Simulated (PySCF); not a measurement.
# SnNH2F (SMILES [NH2][Sn][F]) at 3 levels

Aim: a comparison of 3 runs (HF/STO-3G, HF/def2-SVP, TPSSh/def2-SVP) of SnNH2F. The job is set up through a Python script.

The results are computed with PySCF 2.14.0.

## (1) The molecule

The species is SnNH2F (5 atoms), meant as a singlet with charge 0. As SMILES, `[NH2][Sn][F]`. Geometry: relaxed at PBE0-D4/def2-TZVP. This is one conformer, not always the lowest.

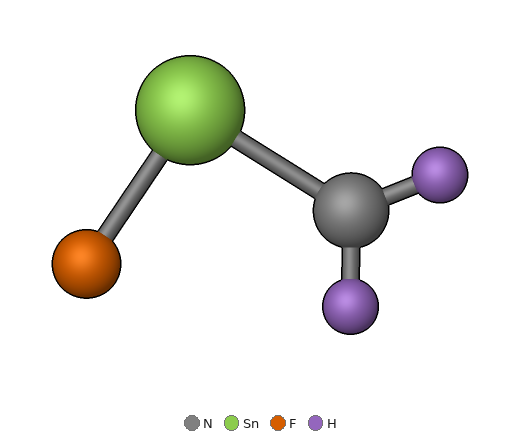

The structure, seen from a chosen angle (nitrogen grey, tin green, fluorine orange, hydrogen purple).

## (2) Energy and forces at HF/STO-3G (run 1)

Input file calc.py:

```python
from pyscf import gto

mol = gto.M(
    atom=[
    ('N', (-0.302900, 0.495500, -0.393300)),
    ('Sn', (0.338900, -0.053700, 1.423200)),
    ('F', (0.966900, -1.775900, 0.754300)),
    ('H', (-0.746800, 1.369300, -0.629100)),
    ('H', (-0.206200, -0.108900, -1.196600)),
],
    verbose=4,
    max_memory=1860,
    spin=0,
    charge=0,
    basis='sto-3g',
)

calc0 = mol.RHF()
calc0.conv_tol = 1e-10
calc0.kernel()
if not calc0.converged:
    calc0 = calc0.newton().run(calc0.mo_coeff, calc0.mo_occ)

etot = calc0.e_tot
print('E(%s) = %.9f' % ('HF', etot))
grad = calc0.nuc_grad_method().kernel()
dip = calc0.dip_moment()
pop, q = calc0.mulliken_pop()
```

Command:

```
OMP_NUM_THREADS=1 python calc.py
```

The program printed:

```text
PySCF version 2.14.0

[... 59 lines left out ...]
converged SCF energy = -6116.23092006374
[... 12 lines left out ...]
Dipole moment(X, Y, Z, Debye): -0.48248,  1.06754, -0.01284
[... 45 lines left out ...]
charge of    4H =      0.13349
```

It took 2.9 s on 1 thread of Intel Xeon at 2.70GHz, shared host; peak memory 0.12 GiB.

## (3) Energy and forces at HF/def2-SVP (core potential) (run 2)

Input file input.py:

```python
# [NH2][Sn][F]
from pyscf import gto

system = gto.Mole()
system.atom = '''
N     -0.572398     0.936359    -0.743229
Sn     0.640428    -0.101478     2.689458
F      1.827176    -3.355965     1.425420
H     -1.411247     2.587602    -1.188827
H     -0.389662    -0.205791    -2.261246
'''
system.basis = 'def2-svp'
system.max_memory = 1860
system.ecp = {'Sn': 'def2-svp'}
system.spin = 0
system.verbose = 3
system.unit = 'bohr'
system.build()

calc0 = system.RHF()
calc0.conv_tol = 1e-10
calc0.kernel()
if not calc0.converged:
    calc0 = calc0.newton().run(calc0.mo_coeff, calc0.mo_occ)

etot = calc0.e_tot
print('Final energy', etot)
grad = calc0.nuc_grad_method().kernel()
dip = calc0.dip_moment()
pop, q = calc0.mulliken_pop()
```

Command:

```
OMP_NUM_THREADS=1 python input.py
```

The program printed:

```text
converged SCF energy = -368.321022758187
Final energy -368.3210227581871
--------------- RHF gradients ---------------
         x                y                z
0 N     0.0019228658    -0.0013744321     0.0059890278
1 Sn    -0.0008874794     0.0011841412    -0.0016358946
2 F     0.0004075018    -0.0009869883    -0.0001614914
3 H    -0.0024185126     0.0051086008    -0.0005594128
4 H     0.0009756245    -0.0039313216    -0.0036322291
----------------------------------------------
Dipole moment(X, Y, Z, Debye): -1.19842,  2.85310,  0.38284
 ** Mulliken pop  **
pop of  0 N 1s            1.98984
pop of  0 N 2s            0.93399
pop of  0 N 3s            0.55572
pop of  0 N 2px           0.86022
pop of  0 N 2py           0.74280
pop of  0 N 2pz           0.76166
pop of  0 N 3px           0.79744
pop of  0 N 3py           0.47819
pop of  0 N 3pz           0.51927
pop of  0 N 3dxy          0.00163
pop of  0 N 3dyz          0.00387
pop of  0 N 3dz^2         0.00266
pop of  0 N 3dxz          0.00063
pop of  0 N 3dx2-y2       0.00100
pop of  1 Sn 4s           1.59844
pop of  1 Sn 5s           0.42700
pop of  1 Sn 6s           1.12766
pop of  1 Sn 7s           0.60301
pop of  1 Sn 4px          1.09460
pop of  1 Sn 4py          1.09047
pop of  1 Sn 4pz          1.07997
pop of  1 Sn 5px          0.90191
pop of  1 Sn 5py          0.90785
pop of  1 Sn 5pz          0.92254
pop of  1 Sn 6px          0.13075
pop of  1 Sn 6py          0.20963
pop of  1 Sn 6pz          0.44519
pop of  1 Sn 7px          0.09501
pop of  1 Sn 7py          0.05462
pop of  1 Sn 7pz          0.18850
pop of  1 Sn 4dxy         1.95915
pop of  1 Sn 4dyz         1.96012
pop of  1 Sn 4dz^2        1.95754
pop of  1 Sn 4dxz         1.95834
pop of  1 Sn 4dx2-y2      1.95966
pop of  1 Sn 5dxy         0.06430
pop of  1 Sn 5dyz         0.07786
pop of  1 Sn 5dz^2        0.07484
pop of  1 Sn 5dxz         0.07385
pop of  1 Sn 5dx2-y2      0.06694
pop of  2 F 1s            1.99165
pop of  2 F 2s            1.10128
pop of  2 F 3s            0.86956
pop of  2 F 2px           1.11750
pop of  2 F 2py           1.05890
pop of  2 F 2pz           1.13439
pop of  2 F 3px           0.79728
pop of  2 F 3py           0.75924
pop of  2 F 3pz           0.79000
pop of  2 F 3dxy          0.00067
pop of  2 F 3dyz          0.00070
pop of  2 F 3dz^2         0.00032
pop of  2 F 3dxz          0.00016
pop of  2 F 3dx2-y2       0.00074
pop of  3 H 1s            0.70476
pop of  3 H 2s            0.10304
pop of  3 H 2px           0.01516
pop of  3 H 2py           0.02373
pop of  3 H 2pz           0.00891
pop of  4 H 1s            0.69403
pop of  4 H 2s            0.10219
pop of  4 H 2px           0.01116
pop of  4 H 2py           0.01678
pop of  4 H 2pz           0.01914
 ** Mulliken atomic charges  **
charge of    0N =     -0.64892
charge of    1Sn =      0.97024
charge of    2F =     -0.62240
charge of    3H =      0.14440
charge of    4H =      0.15669
```

Wall time 5.4 s (1 thread of Intel Xeon at 2.70GHz, shared host); peak memory 0.13 GiB.

## (4) Energy and gradient at TPSSh/def2-SVP (core potential) (run 3)

Input file calc.py:

```python
import pyscf.grad
from pyscf import gto, dft

system = gto.M(
    atom='''
N     -0.572398     0.936359    -0.743229
Sn     0.640428    -0.101478     2.689458
F      1.827176    -3.355965     1.425420
H     -1.411247     2.587602    -1.188827
H     -0.389662    -0.205791    -2.261246
''',
    ecp={'Sn': 'def2-svp'},
    max_memory=1860,
    charge=0,
    unit='bohr',
    verbose=4,
    basis='def2-svp',
)

calc0 = dft.RKS(system, xc='tpssh')
calc0.grids.level = 5
calc0.conv_tol = 1e-10
calc0.kernel()
if not calc0.converged:
    calc0 = calc0.newton().run(calc0.mo_coeff, calc0.mo_occ)

e_final = calc0.e_tot
print(f'total energy: {e_final:.8f} hartree')
grad = calc0.Gradients().kernel()
dip = calc0.dip_moment()
pop, q = calc0.mulliken_pop()
```

Command:

```
OMP_NUM_THREADS=1 python calc.py
```

The program printed:

```text
PySCF version 2.14.0

[... 53 lines left out ...]
WARN: HOMO -0.0834554694110096 == LUMO -0.0833928041580438
[... 24 lines left out ...]
converged SCF energy = -369.942923297326
total energy: -369.94292330 hartree
[... 12 lines left out ...]
Dipole moment(X, Y, Z, Debye): -1.15125,  2.49824, -0.13311
[... 70 lines left out ...]
charge of    4H =      0.13527
```

Run time: 29 s. Hardware: 1 thread of Intel Xeon at 2.70GHz, shared host; peak memory 0.66 GiB.

## (5) Overview of the runs

| run | level | core potential | integration grid | energy (Eh) | dipole moment (D) | HOMO energy (eV) | LUMO energy (eV) | wall time |
| --- | --- | --- | --- | --- | --- | --- | --- | --- |
| 1 | HF/STO-3G | – | – | -6116.230920 | 1.17 | -5.50 | 5.44 | 2.9 s |
| 2 | HF/def2-SVP (core potential) | def2-svp | – | -368.321023 | 3.12 | -9.93 | 0.97 | 5.4 s |
| 3 | TPSSh/def2-SVP (core potential) | def2-svp | 5 | -369.942923 | 2.75 | -6.64 | -1.99 | 29 s |

## (6) Outcome

| quantity | value |
| --- | --- |
| run 3: total energy | -369.94292 Eh |
| run 3: dipole moment | 2.75 D |
| run 3: HOMO energy | -6.64 eV |
| run 3: LUMO energy | -1.99 eV |
| run 3: HOMO–LUMO gap | 4.65 eV |
| run 3: largest force on an atom | 0.798 eV/Å |

The dipole moment (its size) runs from 1.17 D (HF/STO-3G) to 3.12 D (HF/def2-SVP). The two ends differ in basis and core potential. The HOMO–LUMO gap runs from 4.65 eV (TPSSh/def2-SVP) to 10.95 eV (HF/STO-3G). The two ends differ in method and basis and core potential. Some runs of one species differ in core potentials or relativity; totals across that change don't compare. In run 1 the basis is minimal, so the values are rough. In run 1 relativity is left out where basis or elements ask for it. All runs together took 38 s, the longest 29 s.
